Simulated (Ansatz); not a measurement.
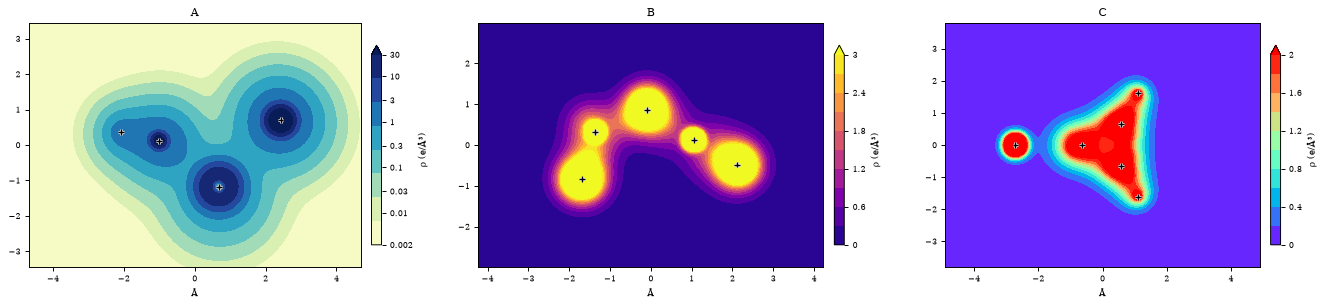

The electron density of 3 systems, each on a plane through atoms (crosses mark nuclei in the plane).

These are results of isolated molecule in a Gaussian basis; Kohn-Sham density functional theory, functional PBE0 in Ansatz, not measurements.

System 1: C3H2Li (SMILES [Li][c]1c[cH+]1) (charge +1), the molecular plane. Geometry: PBE0-D3(BJ)/pcseg-1.

```tsv
atom	x (Å)	y (Å)	z (Å)
C	-0.0697	0.3035	0.5977
C	1.2681	0.4913	0.2590
C	0.7594	0.7936	1.5198
Li	2.8221	0.3950	-1.0869
H	-1.0645	-0.0177	0.2997
H	0.9369	1.1654	2.5258
```

System 2: CBO3 (doublet), the molecular plane. Geometry: BLYP-D3(BJ)/def2-SVP.

```xyz
5

C     1.2177    1.6152   -1.8270
B     0.9648    0.9391    0.4757
O     0.3368    0.7059    1.4920
O     1.7212    1.1828   -0.6274
O     0.0925    1.8505   -2.1308
```

System 3: CHBrSn (SMILES [CH]#[Sn][Br]) (triplet), the molecular plane. Geometry: PBE0-D3(BJ)/def2-SVP; core potentials replace the inner electrons of Sn.

```yaml
atoms:
  - { symbol: C, position_ang: [-1.3770, 0.5930, -1.6012] }
  - { symbol: Br, position_ang: [-2.2367, 3.7734, -0.4833] }
  - { symbol: Sn, position_ang: [-0.7648, 1.7602, 0.0739] }
  - { symbol: H, position_ang: [-1.3804, -0.2972, -2.2468] }
```

> Which map belongs to which system?

Panel A is system 3, CHBrSn: the plane holds C, Br, Sn and H. C–Sn (2.13 Å): ρ is about 0.68 e/Å³ halfway. Panel B is system 2, CBO3: the plane holds C, B and O. C–O (1.19 Å): the density is about 3.5 e/Å³ at the midpoint. Panel C is system 1, C3H2Li: the plane holds C, Li and H. C–C (1.33 Å): ρ at the midpoint is about 2.2 e/Å³.
